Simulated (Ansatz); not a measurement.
# AlBH₂ (triplet): B2PLYP, RPA-PBE over a scan of the distance B1–H3, 6-31G

Aim: run AlBH₂ (triplet) with these functionals over a scan of the distance B1–H3, and hold them against the top wave-function level at the same points.

Computed with Ansatz 0.2.0, Gaussian basis. Level: 6-31G, all electrons in the functionals, frozen cores in the correlation of double hybrids and RPA.

To be run: B2PLYP, RPA-PBE, at 0.979 Å; 1.097 Å; 1.195 Å; 1.319 Å; 1.460 Å; 1.677 Å; 1.894 Å; 2.192 Å; 2.600 Å; 3.202 Å; 4.003 Å.

16 further runs of the same task are left out: 1 for a mislabelled method, 12 that didn't finish, 3 set aside as unsound or not needed.

**1. The system**

The geometry derives from a PBE0/def2-TZVP stationary point (not a proven minimum). One bond is set to the value named and the two fragments are kept rigid.

4 atoms, charge 0, spin multiplicity 3.

Atoms are counted from 1 here; the program's logs count them from 0.

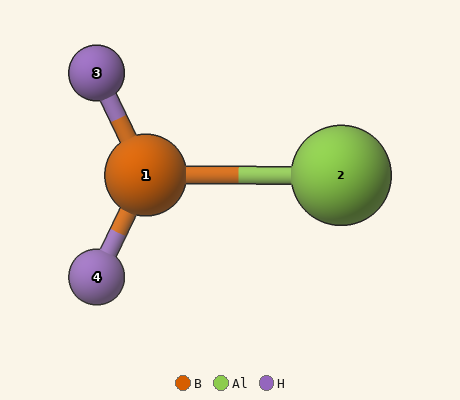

The structure; boron orange, aluminium green, hydrogen purple; atoms are numbered from 1 in the order of the file.

No dispersion term is added.

The geometry shown and the zero of energy belong to the point 1.195 Å. The yardstick, FCI, and other wave-function levels (R restricted, U unrestricted, valence and pair active spaces) come from earlier runs.

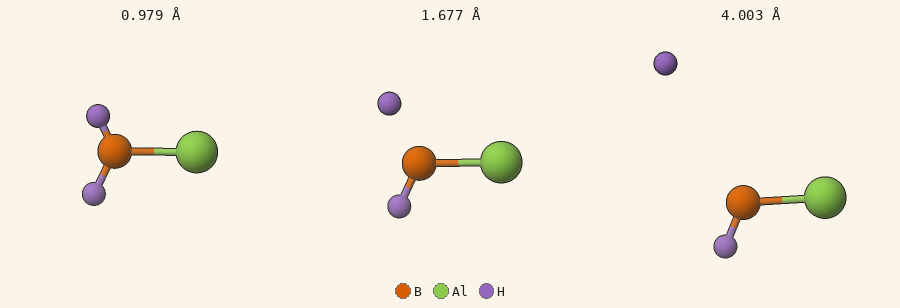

Three points of the scan; sticks are drawn by distance.

**2. B2PLYP, 0.979 Å**

Input file in.yaml:

```yaml
crystal:
  periodic: [false, false, false]
  atoms:
    - {symbol: B, position_ang: [0.000000, 0.004936, 1.371255]}
    - {symbol: Al, position_ang: [0.000000, 0.004936, -0.687022]}
    - {symbol: H, position_ang: [0.000000, 0.887596, 1.794755]}
    - {symbol: H, position_ang: [0.000000, -1.072676, 1.888293]}
basis:
  gaussian: {orbitals: 6-31G}
magnetization: {spin_polarized: true, initial_magnetization: 2}
hamiltonian: {xc: {name: B2PLYP}}
correlation: {electrons: outside_noble_gas}
```

Started as:

```console
> ansatz run in.yaml --threads 1 --pin off --events-out ev --progress --plain --max-ram 2393MiB
```

What it wrote:

```text
Functional definition: B2PLYP
  name "B2PLYP"
  cite "Grimme, J. Chem. Phys. 124, 034108 (2006) doi:10.1063/1.2148954"
  cite "Becke, Phys. Rev. A 38, 3098 (1988) doi:10.1103/PhysRevA.38.3098"
  cite "Lee, Yang & Parr, Phys. Rev. B 37, 785 (1988) doi:10.1103/PhysRevB.37.785"
  parameter a = 0.53
  parameter c = 0.27
  exchange = (1 - a)*b88_x + a*exact_x
  correlation = (1 - c)*lyp_c + c*(mp2_os + mp2_ss)
328 factors; integrals over basis functions are off by at most 2.5e-4 eV
mean field evaluation 1: about -7293.2000 eV, gradient 1.6e1 eV
mean field evaluation 2: about -7293.1972 eV, gradient 1.6e1 eV
mean field evaluation 4: about -7295.7128 eV, gradient 9.2e-1 eV
mean field evaluation 8: about -7295.7432 eV, gradient 9.0e-2 eV
mean field evaluation 16: about -7295.7439 eV, gradient 8.0e-5 eV
mean field evaluation 32: about -7295.7046 eV, gradient 8.4e-1 eV
mean field -7295.74392764 eV, -268.1136441079 hartree, gradient 7.5e-6 eV, S^2 2.008700; 3 other end points of the search recorded, 0 dependent functions left out
6 core orbitals not correlated: weight in the atoms' cores, before any rotation towards them, 1.000 or more for the frozen orbitals, at most 0.000 for the correlated occupied ones
reference -7295.74404734 eV, -268.1136485069 hartree; 5, 3 occupied and 15, 17 virtual orbitals, 328 factors
second order -2.66322024 eV of doubles, -0.00000000 eV of singles
Total energy: -7296.46311681 eV, -268.1400738223 hartree
```

It took 1.4 s on 1 thread of Arm Neoverse V1, shared host.

From the report: ⟨S²⟩ of the determinant 2.009 (pure triplet: 2.00).

**3. B2PLYP, 1.097 Å**

Input file in.yaml:

```yaml
crystal:
  periodic: [false, false, false]
  atoms:
    - {symbol: B, position_ang: [0.000000, 0.002242, 1.369962]}
    - {symbol: Al, position_ang: [0.000000, 0.002242, -0.688315]}
    - {symbol: H, position_ang: [0.000000, 0.991290, 1.844507]}
    - {symbol: H, position_ang: [0.000000, -1.075370, 1.887000]}
basis:
  gaussian: {orbitals: 6-31G}
magnetization: {spin_polarized: true, initial_magnetization: 2}
hamiltonian: {xc: {name: B2PLYP}}
correlation: {electrons: outside_noble_gas}
```

Launched as before.

What it wrote, shortened:

```text
Functional definition: B2PLYP
  name "B2PLYP"
  cite "Grimme, J. Chem. Phys. 124, 034108 (2006) doi:10.1063/1.2148954"
  cite "Becke, Phys. Rev. A 38, 3098 (1988) doi:10.1103/PhysRevA.38.3098"
  cite "Lee, Yang & Parr, Phys. Rev. B 37, 785 (1988) doi:10.1103/PhysRevB.37.785"
[...]
328 factors; integrals over basis functions are off by at most 2.5e-4 eV
[...]
mean field -7296.42427975 eV, -268.1386465867 hartree, gradient 5.0e-6 eV, S^2 2.008717; 2 other end points of the search recorded, 0 dependent functions left out
6 core orbitals not correlated: weight in the atoms' cores, before any rotation towards them, 1.000 or more for the frozen orbitals, at most 0.000 for the correlated occupied ones
reference -7296.42440038 eV, -268.1386510200 hartree; 5, 3 occupied and 15, 17 virtual orbitals, 328 factors
second order -2.71747655 eV of doubles, -0.00000000 eV of singles
Total energy: -7297.15811905 eV, -268.1656146837 hartree
```

Wall time 1.5 s (1 thread of Arm Neoverse V1, shared host).

From the report: ⟨S²⟩ of the determinant 2.009 (pure triplet: 2.00).

**4. B2PLYP, 1.195 Å**

Input file in.yaml:

```yaml
crystal:
  periodic: [false, false, false]
  atoms:
    - {symbol: B, position_ang: [0.000000, 0.000000, 1.368886]}
    - {symbol: Al, position_ang: [0.000000, 0.000000, -0.689391]}
    - {symbol: H, position_ang: [0.000000, 1.077612, 1.885924]}
    - {symbol: H, position_ang: [0.000000, -1.077612, 1.885924]}
basis:
  gaussian: {orbitals: 6-31G}
magnetization: {spin_polarized: true, initial_magnetization: 2}
hamiltonian: {xc: {name: B2PLYP}}
correlation: {electrons: outside_noble_gas}
```

Same command.

What it wrote, shortened:

```text
Functional definition: B2PLYP
  name "B2PLYP"
  cite "Grimme, J. Chem. Phys. 124, 034108 (2006) doi:10.1063/1.2148954"
  cite "Becke, Phys. Rev. A 38, 3098 (1988) doi:10.1103/PhysRevA.38.3098"
  cite "Lee, Yang & Parr, Phys. Rev. B 37, 785 (1988) doi:10.1103/PhysRevB.37.785"
[...]
328 factors; integrals over basis functions are off by at most 2.5e-4 eV
[...]
mean field -7296.54566925 eV, -268.1431075687 hartree, gradient 7.8e-7 eV, S^2 2.008784; 0 other end points of the search recorded, 0 dependent functions left out
6 core orbitals not correlated: weight in the atoms' cores, before any rotation towards them, 1.000 or more for the frozen orbitals, at most 0.000 for the correlated occupied ones
reference -7296.54579107 eV, -268.1431120456 hartree; 5, 3 occupied and 15, 17 virtual orbitals, 328 factors
second order -2.76425069 eV of doubles, -0.00000000 eV of singles
Total energy: -7297.29213876 eV, -268.1705398172 hartree
```

Run time: 0.9 s. Hardware: 1 thread of Arm Neoverse V1, shared host.

From the report: ⟨S²⟩ of the determinant 2.009 (pure triplet: 2.00).

**5. B2PLYP, 1.319 Å**

Input file in.yaml:

```yaml
crystal:
  periodic: [false, false, false]
  atoms:
    - {symbol: B, position_ang: [0.000000, -0.002825, 1.367531]}
    - {symbol: Al, position_ang: [0.000000, -0.002825, -0.690746]}
    - {symbol: H, position_ang: [0.000000, 1.186376, 1.938109]}
    - {symbol: H, position_ang: [0.000000, -1.080437, 1.884569]}
basis:
  gaussian: {orbitals: 6-31G}
magnetization: {spin_polarized: true, initial_magnetization: 2}
hamiltonian: {xc: {name: B2PLYP}}
correlation: {electrons: outside_noble_gas}
```

Launched as before.

What it wrote, shortened:

```text
Functional definition: B2PLYP
  name "B2PLYP"
  cite "Grimme, J. Chem. Phys. 124, 034108 (2006) doi:10.1063/1.2148954"
  cite "Becke, Phys. Rev. A 38, 3098 (1988) doi:10.1103/PhysRevA.38.3098"
  cite "Lee, Yang & Parr, Phys. Rev. B 37, 785 (1988) doi:10.1103/PhysRevB.37.785"
[...]
328 factors; integrals over basis functions are off by at most 3.0e-4 eV
[...]
mean field -7296.37300843 eV, -268.1367624004 hartree, gradient 4.6e-6 eV, S^2 2.008920; 0 other end points of the search recorded, 0 dependent functions left out
6 core orbitals not correlated: weight in the atoms' cores, before any rotation towards them, 1.000 or more for the frozen orbitals, at most 0.000 for the correlated occupied ones
reference -7296.37313144 eV, -268.1367669209 hartree; 5, 3 occupied and 15, 17 virtual orbitals, 328 factors
second order -2.82570438 eV of doubles, -0.00000000 eV of singles
Total energy: -7297.13607162 eV, -268.1648044555 hartree
```

Run time: 0.93 s. Hardware: 1 thread of Arm Neoverse V1, shared host.

From the report: ⟨S²⟩ of the determinant 2.009 (pure triplet: 2.00).

From 1.195 Å: +0.156 eV.

**6. B2PLYP, 1.460 Å**

Input file in.yaml:

```yaml
crystal:
  periodic: [false, false, false]
  atoms:
    - {symbol: B, position_ang: [0.000000, -0.006044, 1.365986]}
    - {symbol: Al, position_ang: [0.000000, -0.006044, -0.692291]}
    - {symbol: H, position_ang: [0.000000, 1.310282, 1.997559]}
    - {symbol: H, position_ang: [0.000000, -1.083656, 1.883024]}
basis:
  gaussian: {orbitals: 6-31G}
magnetization: {spin_polarized: true, initial_magnetization: 2}
hamiltonian: {xc: {name: B2PLYP}}
correlation: {electrons: outside_noble_gas}
```

Launched as before.

What it wrote, shortened:

```text
Functional definition: B2PLYP
  name "B2PLYP"
  cite "Grimme, J. Chem. Phys. 124, 034108 (2006) doi:10.1063/1.2148954"
  cite "Becke, Phys. Rev. A 38, 3098 (1988) doi:10.1103/PhysRevA.38.3098"
  cite "Lee, Yang & Parr, Phys. Rev. B 37, 785 (1988) doi:10.1103/PhysRevB.37.785"
[...]
328 factors; integrals over basis functions are off by at most 3.1e-4 eV
[...]
mean field -7295.94353618 eV, -268.1209795866 hartree, gradient 7.0e-7 eV, S^2 2.009120; 0 other end points of the search recorded, 0 dependent functions left out
6 core orbitals not correlated: weight in the atoms' cores, before any rotation towards them, 1.000 or more for the frozen orbitals, at most 0.000 for the correlated occupied ones
reference -7295.94366061 eV, -268.1209841591 hartree; 5, 3 occupied and 15, 17 virtual orbitals, 328 factors
second order -2.90163284 eV of doubles, -0.00000000 eV of singles
Total energy: -7296.72710147 eV, -268.1497750799 hartree
```

It took 0.96 s on 1 thread of Arm Neoverse V1, shared host.

From the report: ⟨S²⟩ of the determinant 2.009 (pure triplet: 2.00).

From 1.195 Å: +0.565 eV.

**7. B2PLYP, 1.677 Å**

Input file in.yaml:

```yaml
crystal:
  periodic: [false, false, false]
  atoms:
    - {symbol: B, position_ang: [0.000000, -0.010998, 1.363609]}
    - {symbol: Al, position_ang: [0.000000, -0.010998, -0.694668]}
    - {symbol: H, position_ang: [0.000000, 1.500974, 2.089053]}
    - {symbol: H, position_ang: [0.000000, -1.088610, 1.880647]}
basis:
  gaussian: {orbitals: 6-31G}
magnetization: {spin_polarized: true, initial_magnetization: 2}
hamiltonian: {xc: {name: B2PLYP}}
correlation: {electrons: outside_noble_gas}
```

The command is unchanged.

What it wrote, shortened:

```text
Functional definition: B2PLYP
  name "B2PLYP"
  cite "Grimme, J. Chem. Phys. 124, 034108 (2006) doi:10.1063/1.2148954"
  cite "Becke, Phys. Rev. A 38, 3098 (1988) doi:10.1103/PhysRevA.38.3098"
  cite "Lee, Yang & Parr, Phys. Rev. B 37, 785 (1988) doi:10.1103/PhysRevB.37.785"
[...]
328 factors; integrals over basis functions are off by at most 2.6e-4 eV
[...]
mean field -7295.10209998 eV, -268.0900573766 hartree, gradient 8.6e-6 eV, S^2 2.009380; 0 other end points of the search recorded, 0 dependent functions left out
6 core orbitals not correlated: weight in the atoms' cores, before any rotation towards them, 1.000 or more for the frozen orbitals, at most 0.000 for the correlated occupied ones
reference -7295.10222673 eV, -268.0900620344 hartree; 5, 3 occupied and 15, 17 virtual orbitals, 328 factors
second order -3.03886360 eV of doubles, -0.00000000 eV of singles
Total energy: -7295.92271990 eV, -268.1202146023 hartree
```

Wall time 0.96 s (1 thread of Arm Neoverse V1, shared host).

From the report: ⟨S²⟩ of the determinant 2.009 (pure triplet: 2.00).

From 1.195 Å: +1.369 eV.

**8. B2PLYP, 1.894 Å**

Input file in.yaml:

```yaml
crystal:
  periodic: [false, false, false]
  atoms:
    - {symbol: B, position_ang: [0.000000, -0.015952, 1.361233]}
    - {symbol: Al, position_ang: [0.000000, -0.015952, -0.697044]}
    - {symbol: H, position_ang: [0.000000, 1.691666, 2.180547]}
    - {symbol: H, position_ang: [0.000000, -1.093564, 1.878271]}
basis:
  gaussian: {orbitals: 6-31G}
magnetization: {spin_polarized: true, initial_magnetization: 2}
hamiltonian: {xc: {name: B2PLYP}}
correlation: {electrons: outside_noble_gas}
```

Same command.

What it wrote, shortened:

```text
Functional definition: B2PLYP
  name "B2PLYP"
  cite "Grimme, J. Chem. Phys. 124, 034108 (2006) doi:10.1063/1.2148954"
  cite "Becke, Phys. Rev. A 38, 3098 (1988) doi:10.1103/PhysRevA.38.3098"
  cite "Lee, Yang & Parr, Phys. Rev. B 37, 785 (1988) doi:10.1103/PhysRevB.37.785"
[...]
328 factors; integrals over basis functions are off by at most 2.5e-4 eV
[...]
mean field -7294.24154127 eV, -268.0584324273 hartree, gradient 3.3e-6 eV, S^2 2.008611; 4 other end points of the search recorded, 0 dependent functions left out
6 core orbitals not correlated: weight in the atoms' cores, before any rotation towards them, 1.000 or more for the frozen orbitals, at most 0.000 for the correlated occupied ones
reference -7294.24166927 eV, -268.0584371312 hartree; 5, 3 occupied and 15, 17 virtual orbitals, 328 factors
second order -3.20954500 eV of doubles, -0.00000000 eV of singles
Total energy: -7295.10824642 eV, -268.0902832540 hartree
```

Wall time 1.4 s (1 thread of Arm Neoverse V1, shared host).

From the report: ⟨S²⟩ of the determinant 2.009 (pure triplet: 2.00).

From 1.195 Å: +2.184 eV.

**9. B2PLYP, 2.192 Å**

Input file in.yaml:

```yaml
crystal:
  periodic: [false, false, false]
  atoms:
    - {symbol: B, position_ang: [0.000000, -0.022754, 1.357969]}
    - {symbol: Al, position_ang: [0.000000, -0.022754, -0.700308]}
    - {symbol: H, position_ang: [0.000000, 1.953538, 2.306194]}
    - {symbol: H, position_ang: [0.000000, -1.100366, 1.875007]}
basis:
  gaussian: {orbitals: 6-31G}
magnetization: {spin_polarized: true, initial_magnetization: 2}
hamiltonian: {xc: {name: B2PLYP}}
correlation: {electrons: outside_noble_gas}
```

Launched as before.

What it wrote, shortened:

```text
Functional definition: B2PLYP
  name "B2PLYP"
  cite "Grimme, J. Chem. Phys. 124, 034108 (2006) doi:10.1063/1.2148954"
  cite "Becke, Phys. Rev. A 38, 3098 (1988) doi:10.1103/PhysRevA.38.3098"
  cite "Lee, Yang & Parr, Phys. Rev. B 37, 785 (1988) doi:10.1103/PhysRevB.37.785"
[...]
328 factors; integrals over basis functions are off by at most 2.5e-4 eV
[...]
mean field -7293.29070761 eV, -268.0234899346 hartree, gradient 3.5e-6 eV, S^2 2.203690; 2 other end points of the search recorded, 0 dependent functions left out
6 core orbitals not correlated: weight in the atoms' cores, before any rotation towards them, 1.000 or more for the frozen orbitals, at most 0.000 for the correlated occupied ones
reference -7293.29083887 eV, -268.0234947585 hartree; 5, 3 occupied and 15, 17 virtual orbitals, 328 factors
second order -2.98598609 eV of doubles, -0.00000000 eV of singles
Total energy: -7294.09705512 eV, -268.0531226590 hartree
```

Run time: 1.3 s. Hardware: 1 thread of Arm Neoverse V1, shared host.

From the report: ⟨S²⟩ of the determinant 2.204 (pure triplet: 2.00).

From 1.195 Å: +3.195 eV.

**10. B2PLYP, 2.600 Å**

Input file in.yaml:

```yaml
crystal:
  periodic: [false, false, false]
  atoms:
    - {symbol: B, position_ang: [0.000000, -0.032068, 1.353500]}
    - {symbol: Al, position_ang: [0.000000, -0.032068, -0.704777]}
    - {symbol: H, position_ang: [0.000000, 2.312075, 2.478219]}
    - {symbol: H, position_ang: [0.000000, -1.109680, 1.870538]}
basis:
  gaussian: {orbitals: 6-31G}
magnetization: {spin_polarized: true, initial_magnetization: 2}
hamiltonian: {xc: {name: B2PLYP}}
correlation: {electrons: outside_noble_gas}
```

The command is unchanged.

What it wrote, shortened:

```text
Functional definition: B2PLYP
  name "B2PLYP"
  cite "Grimme, J. Chem. Phys. 124, 034108 (2006) doi:10.1063/1.2148954"
  cite "Becke, Phys. Rev. A 38, 3098 (1988) doi:10.1103/PhysRevA.38.3098"
  cite "Lee, Yang & Parr, Phys. Rev. B 37, 785 (1988) doi:10.1103/PhysRevB.37.785"
[...]
328 factors; integrals over basis functions are off by at most 2.5e-4 eV
[...]
mean field -7292.72874448 eV, -268.0028381704 hartree, gradient 2.3e-6 eV, S^2 2.392939; 7 other end points of the search recorded, 0 dependent functions left out
6 core orbitals not correlated: weight in the atoms' cores, before any rotation towards them, 1.000 or more for the frozen orbitals, at most 0.000 for the correlated occupied ones
reference -7292.72888160 eV, -268.0028432096 hartree; 5, 3 occupied and 15, 17 virtual orbitals, 328 factors
second order -2.70600664 eV of doubles, -0.00000000 eV of singles
Total energy: -7293.45950339 eV, -268.0296930653 hartree
```

Wall time 3.2 s (1 thread of Arm Neoverse V1, shared host).

From the report: ⟨S²⟩ of the determinant 2.393 (pure triplet: 2.00).

From 1.195 Å: +3.833 eV.

**11. B2PLYP, 3.202 Å**

Input file in.yaml:

```yaml
crystal:
  periodic: [false, false, false]
  atoms:
    - {symbol: B, position_ang: [0.000000, -0.045811, 1.346906]}
    - {symbol: Al, position_ang: [0.000000, -0.045811, -0.711371]}
    - {symbol: H, position_ang: [0.000000, 2.841091, 2.732041]}
    - {symbol: H, position_ang: [0.000000, -1.123423, 1.863944]}
basis:
  gaussian: {orbitals: 6-31G}
magnetization: {spin_polarized: true, initial_magnetization: 2}
hamiltonian: {xc: {name: B2PLYP}}
correlation: {electrons: outside_noble_gas}
```

Launched as before.

What it wrote, shortened:

```text
Functional definition: B2PLYP
  name "B2PLYP"
  cite "Grimme, J. Chem. Phys. 124, 034108 (2006) doi:10.1063/1.2148954"
  cite "Becke, Phys. Rev. A 38, 3098 (1988) doi:10.1103/PhysRevA.38.3098"
  cite "Lee, Yang & Parr, Phys. Rev. B 37, 785 (1988) doi:10.1103/PhysRevB.37.785"
[...]
328 factors; integrals over basis functions are off by at most 2.5e-4 eV
[...]
mean field -7292.54974873 eV, -267.9962601979 hartree, gradient 4.4e-6 eV, S^2 2.337362; 10 other end points of the search recorded, 0 dependent functions left out
6 core orbitals not correlated: weight in the atoms' cores, before any rotation towards them, 1.000 or more for the frozen orbitals, at most 0.000 for the correlated occupied ones
reference -7292.54989730 eV, -267.9962656581 hartree; 5, 3 occupied and 15, 17 virtual orbitals, 328 factors
second order -2.28684341 eV of doubles, -0.00000000 eV of singles
Total energy: -7293.16734502 eV, -268.0189564433 hartree
```

It took 6.5 s on 1 thread of Arm Neoverse V1, shared host.

From the report: ⟨S²⟩ of the determinant 2.337 (pure triplet: 2.00).

From 1.195 Å: +4.125 eV.

**12. B2PLYP, 4.003 Å**

Input file in.yaml:

```yaml
crystal:
  periodic: [false, false, false]
  atoms:
    - {symbol: B, position_ang: [0.000000, -0.064096, 1.338133]}
    - {symbol: Al, position_ang: [0.000000, -0.064096, -0.720144]}
    - {symbol: H, position_ang: [0.000000, 3.544983, 3.069768]}
    - {symbol: H, position_ang: [0.000000, -1.141708, 1.855171]}
basis:
  gaussian: {orbitals: 6-31G}
magnetization: {spin_polarized: true, initial_magnetization: 2}
hamiltonian: {xc: {name: B2PLYP}}
correlation: {electrons: outside_noble_gas}
```

The command is unchanged.

What it wrote, shortened:

```text
Functional definition: B2PLYP
  name "B2PLYP"
  cite "Grimme, J. Chem. Phys. 124, 034108 (2006) doi:10.1063/1.2148954"
  cite "Becke, Phys. Rev. A 38, 3098 (1988) doi:10.1103/PhysRevA.38.3098"
  cite "Lee, Yang & Parr, Phys. Rev. B 37, 785 (1988) doi:10.1103/PhysRevB.37.785"
[...]
328 factors; integrals over basis functions are off by at most 2.5e-4 eV
[...]
mean field -7292.59324913 eV, -267.9978588083 hartree, gradient 2.3e-6 eV, S^2 2.349537; 10 other end points of the search recorded, 0 dependent functions left out
6 core orbitals not correlated: weight in the atoms' cores, before any rotation towards them, 1.000 or more for the frozen orbitals, at most 0.000 for the correlated occupied ones
reference -7292.59341113 eV, -267.9978647616 hartree; 5, 3 occupied and 15, 17 virtual orbitals, 328 factors
second order -2.20601817 eV of doubles, -0.00000000 eV of singles
Total energy: -7293.18903603 eV, -268.0197535732 hartree
```

Wall time 6.5 s (1 thread of Arm Neoverse V1, shared host).

From the report: ⟨S²⟩ of the determinant 2.350 (pure triplet: 2.00).

From 1.195 Å: +4.103 eV.

**13. RPA-PBE, 0.979 Å**

Input file in.yaml:

```yaml
crystal:
  periodic: [false, false, false]
  atoms:
    - {symbol: B, position_ang: [0.000000, 0.004936, 1.371255]}
    - {symbol: Al, position_ang: [0.000000, 0.004936, -0.687022]}
    - {symbol: H, position_ang: [0.000000, 0.887596, 1.794755]}
    - {symbol: H, position_ang: [0.000000, -1.072676, 1.888293]}
basis:
  gaussian: {orbitals: 6-31G}
magnetization: {spin_polarized: true, initial_magnetization: 2}
hamiltonian: {xc: {name: PBE}}
correlation: {method: rpa, electrons: outside_noble_gas}
```

The command is unchanged.

What it wrote, shortened:

```text
Functional definition: PBE
  name "PBE"
  cite "Perdew, Burke & Ernzerhof, Phys. Rev. Lett. 77, 3865 (1996) doi:10.1103/PhysRevLett.77.3865"
  parent pbe
[...]
328 factors; integrals over basis functions are off by at most 2.5e-4 eV
[...]
mean field -7296.24914702 eV, -268.1322105776 hartree, gradient 3.4e-6 eV, S^2 2.003185; 5 other end points of the search recorded, 0 dependent functions left out
6 core orbitals not correlated: weight in the atoms' cores, before any rotation towards them, 1.000 or more for the frozen orbitals, at most 0.000 for the correlated occupied ones
reference -7281.76574512 eV, -267.5999553749 hartree; 5, 3 occupied and 15, 17 virtual orbitals, 328 factors
Total energy: -7286.39036217 eV, -267.7699069171 hartree
```

Run time: 2.6 s. Hardware: 1 thread of Arm Neoverse V1, shared host.

From the report: ⟨S²⟩ of the determinant 2.003 (pure triplet: 2.00).

[end of part 1 of 2]
